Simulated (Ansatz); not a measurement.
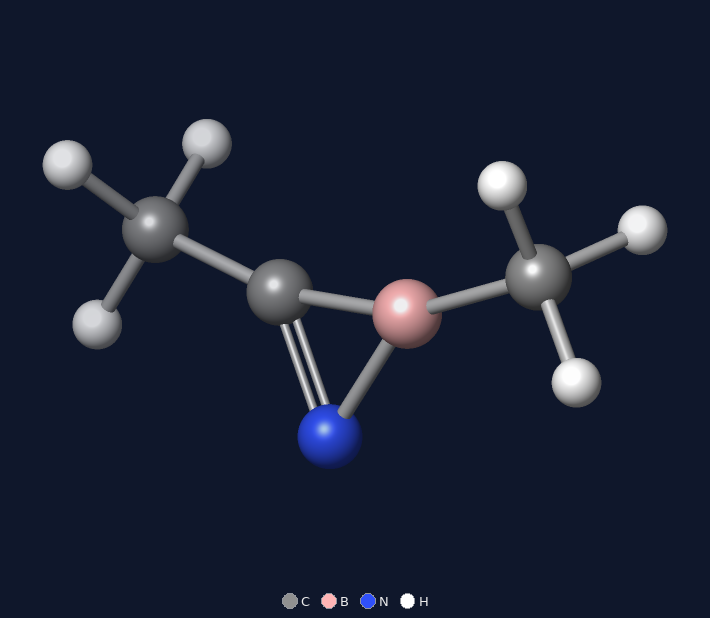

Ball-and-stick drawing of a structure.

Question: Give the formula.

Answer: C3H6BN, 11 atoms: 3 carbon, 6 hydrogen, 1 boron and 1 nitrogen.

Question: Name functional groups in it.

Answer: Among them: imine.

Question: Describe its rings.

Answer: Independent rings (smallest set): 1 of 3 members.

More results for the same structure follow; atom numbers are the same in all pictures, views and colours differ. The geometry was computed by an optimisation with PBE0-D4/def2-TZVP.

## Shape

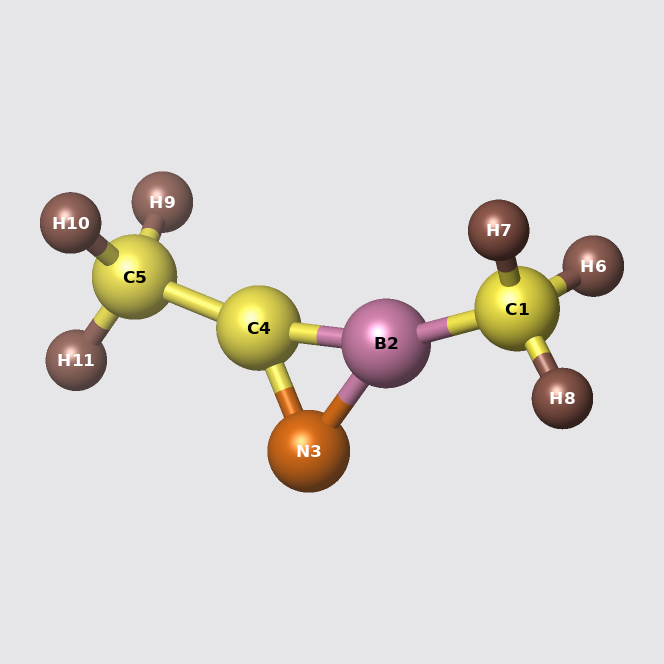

Give these bond angles: B2–C1–H6, B2–C1–H7, B2–C1–H8, C1–B2–N3, C1–B2–C4, N3–B2–C4, B2–N3–C4, B2–C4–N3, B2–C4–C5, N3–C4–C5, C4–C5–H9, C4–C5–H10, C4–C5–H11.

```tsv
angle	degrees
B2–C1–H6	108.9
B2–C1–H7	112.1
B2–C1–H8	112.5
C1–B2–N3	144.9
C1–B2–C4	161.3
N3–B2–C4	53.8
B2–N3–C4	63.9
B2–C4–N3	62.2
B2–C4–C5	166.0
N3–C4–C5	131.7
C4–C5–H9	109.7
C4–C5–H10	109.7
C4–C5–H11	111.4
```

## Dipole moment

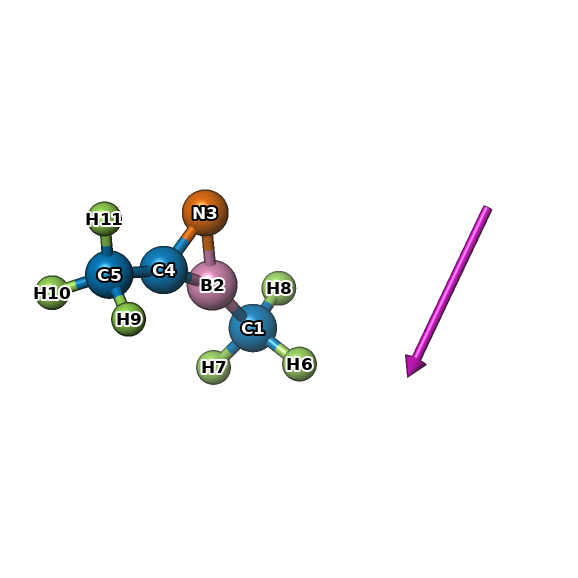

The arrow beside the molecule shows the direction of the dipole moment, from the negative to the positive end (its length means nothing). Properties computed with RKS ωB97M-V/def2-TZVPP (Ansatz 0.2.0).

Question: How large is the dipole moment?

Answer: 2.26 D; it points from the side of N3 to the side of H9, H10 (the outermost atoms at the two ends).

## Electronic properties

Level of theory: RKS CAM-B3LYP-D4/def2-TZVPP (Ansatz 0.2.0).

Computed properties:

- HOMO energy (Kohn–Sham orbital): −8.23 eV
- LUMO energy (Kohn–Sham orbital): 0.95 eV
- HOMO–LUMO gap: 9.18 eV
- dispersion correction: −14.6 kJ/mol

## Vibrations

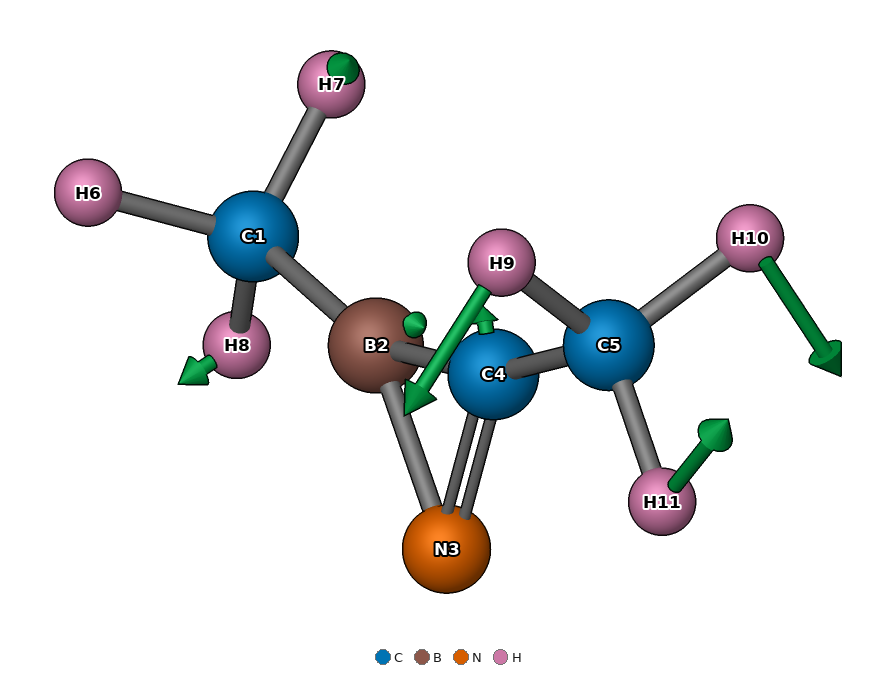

The arrows show one normal mode. Harmonic vibrations computed with RKS PBE0-D4/def2-TZVP (Ansatz 0.2.0) at a stationary point of the same level.

Question: At what wavenumber does it lie?

Answer: 1475 cm⁻¹; it is mode 20 of 27 counted from the lowest.
